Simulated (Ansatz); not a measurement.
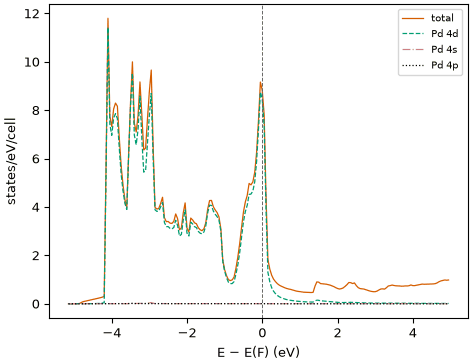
Figure: Total and projected density of states of Pd (diamond, Fd-3m), the program Ansatz at the PBEsol level (PAW)

Task: Which orbitals carry the states next to the Fermi level?

Result: Within 0.5 eV of the Fermi level: Pd 4d 89 %, outside the projected shells 11 %. Projections are on Löwdin-orthogonalised atomic valence shells; empty p or d shells of many metals are not among them.

Task: Where is the tallest occupied peak in this window, and what makes it?

Result: Near -4.1 eV, about 12 states/eV per cell; the largest projected share is Pd 4d.

The start of the workflow was typed in or built on a structure type; neither database checked (COD, Materials Project) lists it. It is not the phase usual at ambient conditions (space group No. 225). The PBEsol relaxation kept the symmetry of its start. At this level the phase is mechanically unstable. No spin polarisation was allowed. Spin–orbit coupling is left out wherever it is not named.

Potentials: the later of the program's two PAW sets.
